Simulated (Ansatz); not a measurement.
The figure comes from a scan of MoS$_{2}$ (3R-MoS2 type, space group R3m): one S atom of a 3-atom cell moves by s along Cartesian [111], with its periodic images. Computed with PBE-D3(BJ) (plane waves to 420 eV, PAW, scalar-relativistic; Ansatz, a program for electronic structure). k mesh 10×10×10 (Γ-centred), Fermi-Dirac smearing 0.05 eV. The energy includes the smearing's −TS. Left out: 1 of 11 points, with atoms too close for the PAW data. MoS2 is run without spin polarisation. MoS2 was relaxed with its symmetry unable to fall. The PAW data are Ansatz's earlier set. This is one of several known forms of MoS2; the measured ambient cells at hand have space group No. 194. ΔE is measured from the undisplaced structure.

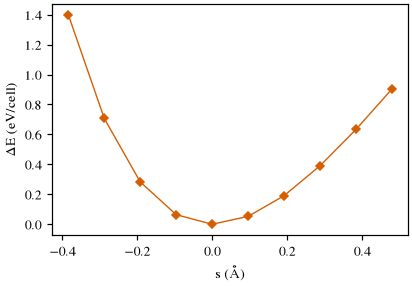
Figure. ΔE (eV/cell) against s (Å); markers are the computed points, lines only join them.

**Question.** Turn the plot into a table (rounded to what can be read).

**Answer.** To the nearest 0.02:

```tsv
s (Å)	ΔE (eV/cell)
-0.384	1.40
-0.288	0.70
-0.192	0.28
-0.096	0.06
0.000	0.00
0.096	0.06
0.192	0.20
0.288	0.40
0.384	0.64
0.480	0.90
```

(For displaced atoms, the force is minus the slope of the energy, and its curvature is a force constant, which sets phonon frequencies.)
